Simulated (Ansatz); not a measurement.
Geometry relaxation of Si$_{2}$H$_{6}$O

System: Si$_{2}$H$_{6}$O.
Method: RKS PBE0-D4/def2-TZVP (Ansatz 0.2.0).

Figures and captions count atoms from 1; the log counts them from 0 in places.

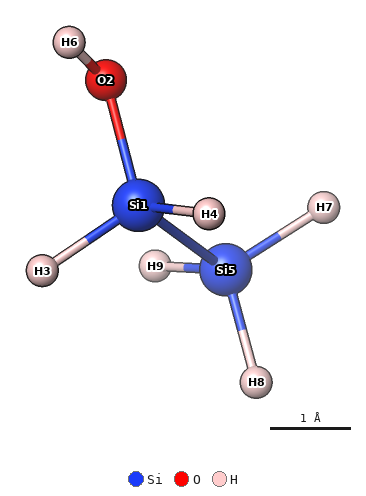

**Figure 1.** The input geometry (ball-and-stick view, seen at an oblique angle; atoms are numbered from 1 in the order of the input). Bond lengths as drawn: H–O 0.96 Å, H–Si 1.49 Å, O–Si 1.66 Å and Si–Si 2.34 Å.

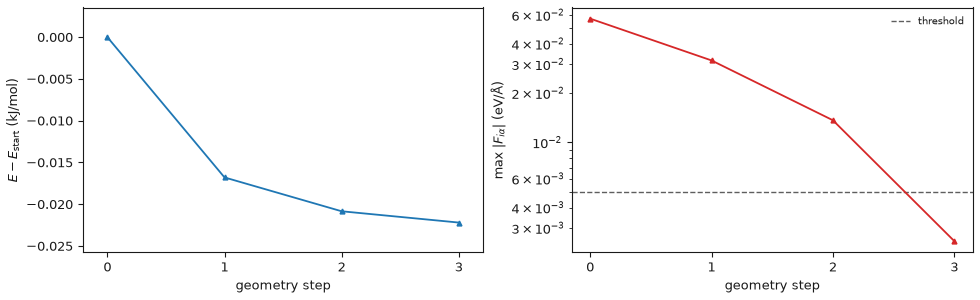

**Figure 2.** Progress of the relaxation, step by step (the first geometry is step 0 here and step 1 in the log). After 3 geometry steps the energy has fallen by 0.02 kJ/mol. Largest force component: 0.057 eV/Å at the start, 0.0025 eV/Å at the end. The largest moves after the best rigid fit, 0.011 Å, are those of H6 and H8. By element the largest moves are H 0.011 Å, O 0.009 Å, Si 0.004 Å. (Atoms are counted from 1 in the order of the input.)

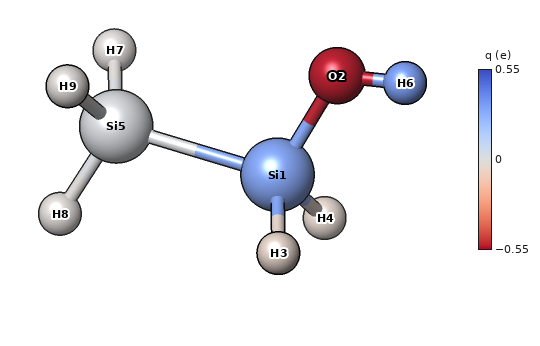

**Figure 3.** Mulliken charges, as the colour of each atom (ball-and-stick view, seen at a tilt; atoms are numbered from 1 in the order of the input). By element: Si +0.02 to +0.31, O −0.52 and H −0.04 to +0.32 e.

The input and output of the run follow.

### Input
```yaml
crystal:
  periodic: [false, false, false]
  atoms:
    - {symbol: Si, position_ang: [-0.906186, -0.752991, -0.574414]}
    - {symbol: O, position_ang: [0.622805, -1.263189, -0.951155]}
    - {symbol: H, position_ang: [-1.677777, -1.833347, 0.107289]}
    - {symbol: H, position_ang: [-1.669009, -0.393760, -1.805959]}
    - {symbol: Si, position_ang: [-0.698891, 1.108485, 0.825700]}
    - {symbol: H, position_ang: [0.707789, -2.028327, -1.521848]}
    - {symbol: H, position_ang: [0.032777, 2.209195, 0.145036]}
    - {symbol: H, position_ang: [-2.067036, 1.585716, 1.169612]}
    - {symbol: H, position_ang: [0.012040, 0.753678, 2.082197]}
basis:
  gaussian: {orbitals: def2-TZVP}
hamiltonian: {xc: pbe0, dispersion: d4}
relax: {f_tol: 0.005, max_steps: 200}
```

Run as:
```bash
ansatz run in.yaml --threads 4 --pin off --events-out ev --progress --plain --max-ram 9574MiB
```

### Output
```
Functional definition: PBE0
  name "PBE0"
  cite "Adamo & Barone, J. Chem. Phys. 110, 6158 (1999) doi:10.1063/1.478522"
  cite "Perdew, Burke & Ernzerhof, Phys. Rev. Lett. 77, 3865 (1996) doi:10.1103/PhysRevLett.77.3865"
  parent pbe
  parameter a = 0.25
  parameter kappa = 0.804
  parameter beta = 0.06672455060314922
  exchange = (1 - a)*pbe_x(kappa = kappa, mu = beta*pi^2/3) + a*exact_x
  correlation = pbe_c(beta = beta)
951 factors; their error is unknown
mean field evaluation 1: about -17889.0966 eV, gradient 5.1e1 eV
mean field evaluation 2: about -17881.1451 eV, gradient 8.3e1 eV
mean field evaluation 4: about -17893.2329 eV, gradient 1.3e0 eV
mean field evaluation 8: about -17893.3083 eV, gradient 1.9e-1 eV
mean field -17893.30830403 eV, -657.5669516532 hartree, gradient 6.6e-5 eV, S^2 0.000000; 0 other end points of the search recorded, 0 dependent functions left out
the calculation of the forces begins
reference -17893.30833697 eV, -657.5669528638 hartree; 21, 21 occupied and 120, 120 virtual orbitals, 951 factors
relax step   1: F+E_penalty+E_count = -17893.44347138 eV  Δ(F+E_penalty+E_count) = +0.000e0 eV  max|allowed force component| = 5.704e-2 eV/Å  Δτ_max = 0.0000 Å  (23 SCF iters, accepted)
these checks for a lower state are left out or cut short: starts, cluster_reference, orbital_swaps, neighbouring_geometries, increment
951 factors; their error is unknown
mean field evaluation 16: about -17893.2372 eV, gradient 4.1e-1 eV
mean field -17893.30840615 eV, -657.5669554060 hartree, gradient 8.9e-6 eV, S^2 0.000000; 0 other end points of the search recorded, 0 dependent functions left out
the calculation of the forces begins
reference -17893.30843910 eV, -657.5669566170 hartree; 21, 21 occupied and 120, 120 virtual orbitals, 951 factors
relax step   2: F+E_penalty+E_count = -17893.44364546 eV  Δ(F+E_penalty+E_count) = -1.741e-4 eV  max|allowed force component| = 3.169e-2 eV/Å  Δτ_max = 0.0076 Å  (29 SCF iters, accepted)
these checks for a lower state are left out or cut short: starts, cluster_reference, orbital_swaps, neighbouring_geometries, increment
951 factors; their error is unknown
mean field -17893.30844228 eV, -657.5669567336 hartree, gradient 7.6e-6 eV, S^2 0.000000; 0 other end points of the search recorded, 0 dependent functions left out
the calculation of the forces begins
reference -17893.30847522 eV, -657.5669579444 hartree; 21, 21 occupied and 120, 120 virtual orbitals, 951 factors
relax step   3: F+E_penalty+E_count = -17893.44368746 eV  Δ(F+E_penalty+E_count) = -4.199e-5 eV  max|allowed force component| = 1.366e-2 eV/Å  Δτ_max = 0.0041 Å  (22 SCF iters, accepted)
these checks for a lower state are left out or cut short: starts, cluster_reference, orbital_swaps, neighbouring_geometries, increment
951 factors; their error is unknown
mean field evaluation 32: about -17893.3084 eV, gradient 3.5e-4 eV
mean field -17893.30844130 eV, -657.5669566978 hartree, gradient 9.6e-6 eV, S^2 0.000000; 0 other end points of the search recorded, 0 dependent functions left out
the calculation of the forces begins
reference -17893.30847425 eV, -657.5669579087 hartree; 21, 21 occupied and 120, 120 virtual orbitals, 951 factors
relax step   4: F+E_penalty+E_count = -17893.44370104 eV  Δ(F+E_penalty+E_count) = -1.359e-5 eV  max|allowed force component| = 2.498e-3 eV/Å  Δτ_max = 0.0023 Å  (22 SCF iters, accepted)
951 factors; their error is unknown
mean field -17893.30844130 eV, -657.5669566978 hartree, gradient 1.3e-5 eV, S^2 0.000000; 1 other end points of the search recorded, 0 dependent functions left out
the calculation of the forces begins
reference -17893.30847425 eV, -657.5669579087 hartree; 21, 21 occupied and 120, 120 virtual orbitals, 951 factors
Total energy: -17893.44373399 eV, -657.5719286125 hartree
Atom 0 at    -0.909399    -0.754985    -0.576149 Å, force    -0.002263     0.002498     0.001857 eV/Å
Atom 1 at     0.622435    -1.257459    -0.944424 Å, force     0.001175    -0.002465    -0.001645 eV/Å
Atom 2 at    -1.682778    -1.835335     0.104263 Å, force    -0.000349    -0.000336    -0.000111 eV/Å
Atom 3 at    -1.671053    -0.397079    -1.809032 Å, force    -0.000198    -0.000191    -0.000448 eV/Å
Atom 4 at    -0.701789     1.105891     0.823865 Å, force    -0.000446    -0.001208    -0.000889 eV/Å
Atom 5 at     0.713871    -2.020663    -1.516633 Å, force     0.001610     0.000939     0.000658 eV/Å
Atom 6 at     0.033491     2.203359     0.140830 Å, force     0.000252     0.000357    -0.000174 eV/Å
Atom 7 at    -2.063969     1.592670     1.177080 Å, force    -0.000206     0.000415     0.000453 eV/Å
Atom 8 at     0.015704     0.749062     2.076659 Å, force     0.000424    -0.000011     0.000299 eV/Å
Dipole moment:    -0.057686    -0.218022    -0.163923 e Å
```

### Trajectory as extended XYZ (Å, eV, eV/Å), 4 frames, from step=1 to step=4
```
9
Properties=species:S:1:pos:R:3:forces:R:3 step=1 energy=-17893.44347
Si   -0.9062   -0.7530   -0.5744    0.0570  -0.0265  -0.0249
O     0.6228   -1.2632   -0.9512   -0.0288   0.0230   0.0185
H    -1.6778   -1.8333    0.1073   -0.0106   0.0022   0.0055
H    -1.6690   -0.3938   -1.8060   -0.0094   0.0041   0.0018
Si   -0.6989    1.1085    0.8257   -0.0201  -0.0204  -0.0145
H     0.7078   -2.0283   -1.5218   -0.0054   0.0049   0.0032
H     0.0328    2.2092    0.1450    0.0059   0.0038  -0.0004
H    -2.0670    1.5857    1.1696    0.0048   0.0072   0.0058
H     0.0120    0.7537    2.0822    0.0065   0.0017   0.0050
9
Properties=species:S:1:pos:R:3:forces:R:3 step=2 energy=-17893.44364
Si   -0.9085   -0.7549   -0.5764    0.0317  -0.0006   0.0017
O     0.6232   -1.2589   -0.9477   -0.0279   0.0066   0.0049
H    -1.6812   -1.8338    0.1070   -0.0012  -0.0027  -0.0047
H    -1.6721   -0.3947   -1.8074    0.0000  -0.0044  -0.0004
Si   -0.7002    1.1055    0.8239   -0.0104   0.0023  -0.0005
H     0.7125   -2.0236   -1.5183    0.0011  -0.0002  -0.0005
H     0.0340    2.2051    0.1434    0.0025   0.0010  -0.0038
H    -2.0649    1.5890    1.1727    0.0014   0.0025   0.0021
H     0.0137    0.7517    2.0793    0.0028  -0.0045   0.0012
9
Properties=species:S:1:pos:R:3:forces:R:3 step=3 energy=-17893.44369
Si   -0.9083   -0.7550   -0.5761    0.0052  -0.0010  -0.0012
O     0.6233   -1.2581   -0.9465   -0.0137   0.0034   0.0029
H    -1.6817   -1.8348    0.1052    0.0019  -0.0017  -0.0005
H    -1.6721   -0.3963   -1.8074    0.0023  -0.0015  -0.0023
Si   -0.7016    1.1058    0.8237   -0.0007   0.0034   0.0032
H     0.7133   -2.0223   -1.5176    0.0018   0.0001  -0.0002
H     0.0340    2.2040    0.1421    0.0008  -0.0003  -0.0014
H    -2.0645    1.5923    1.1752    0.0014  -0.0014  -0.0007
H     0.0141    0.7498    2.0778    0.0010  -0.0009   0.0003
9
Properties=species:S:1:pos:R:3:forces:R:3 step=4 energy=-17893.44370
Si   -0.9094   -0.7550   -0.5761   -0.0023   0.0025   0.0019
O     0.6224   -1.2575   -0.9444    0.0012  -0.0025  -0.0016
H    -1.6828   -1.8353    0.1043   -0.0003  -0.0003  -0.0001
H    -1.6711   -0.3971   -1.8090   -0.0002  -0.0002  -0.0004
Si   -0.7018    1.1059    0.8239   -0.0004  -0.0012  -0.0009
H     0.7139   -2.0207   -1.5166    0.0016   0.0009   0.0007
H     0.0335    2.2034    0.1408    0.0003   0.0004  -0.0002
H    -2.0640    1.5927    1.1771   -0.0002   0.0004   0.0005
H     0.0157    0.7491    2.0767    0.0004   0.0000   0.0003
```

### Summary

| quantity | value |
| --- | --- |
| outcome | converged |
| total energy | −17893.4437 eV |
| mean-field energy | −17893.3085 eV |
| dispersion energy | −0.1353 eV |
| SCF solution under orbital rotations | stable |
| largest force (length of the vector) at the end | 0.004 eV/Å |
| dipole moment | 1.34 D |
| hardware | 4 threads of Arm Neoverse V1, 23 GiB of memory available, shared host |
| wall time | 7 s (CPU time 26 s) |
| peak memory | 0.49 GiB |
